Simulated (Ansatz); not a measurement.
```cif
data_structure
_symmetry_space_group_name_H-M 'P 1'
_symmetry_Int_Tables_number 1
_cell_length_a 4.1849
_cell_length_b 4.1849
_cell_length_c 4.1849
_cell_angle_alpha 90.000
_cell_angle_beta 90.000
_cell_angle_gamma 90.000
_cell_volume 73.29
loop_
_atom_site_label
_atom_site_type_symbol
_atom_site_fract_x
_atom_site_fract_y
_atom_site_fract_z
_atom_site_occupancy
Gd1 Gd 0.00000 0.00000 0.00000 1
Mn1 Mn 0.00000 0.50000 0.50000 1
Mn2 Mn 0.50000 0.50000 0.00000 1
Mn3 Mn 0.50000 0.00000 0.50000 1
```

Space group Pm-3m; started from the AuCu3 prototype, which need not be the ambient phase; changed on purpose from its base cell (volume × 1.040); computed pressure about −3 GPa in this cell; Hubbard U of 6 eV on Gd f only; spin-polarised.

Theory: Ansatz, DFT PBE+U, scalar-relativistic, plane waves, PAW.

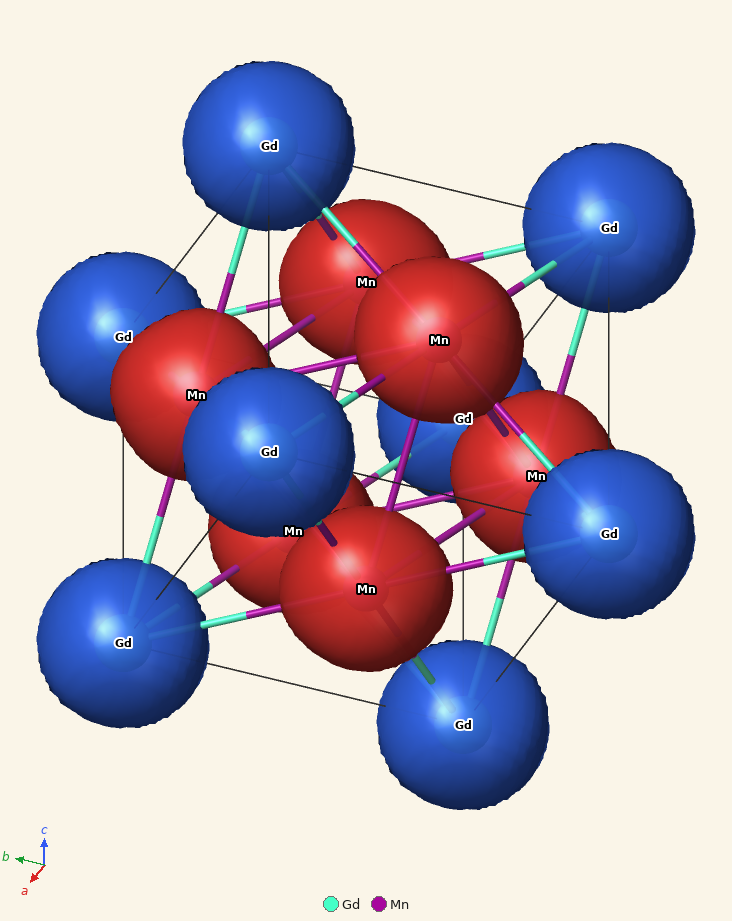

GdMn3. Isosurfaces of the spin density (up minus down) at +0.15 (blue) and −0.15 e/Å³ (red), seen at an oblique angle. Sticks mark near contacts.

The density is the valence pseudo-density of a PAW calculation; it isn't the true density close to the nuclei.

Q: Where is the spin, and how is it ordered?

A: The spin density sits on Gd: +7.3 μB; Mn: −3.4 μB (×3) in one cell of 4 atoms: ferrimagnetic (opposed moments on unlike sites) in this solution. The cell of the calculation (4 atoms) carries 2.8 μB of net spin moment.
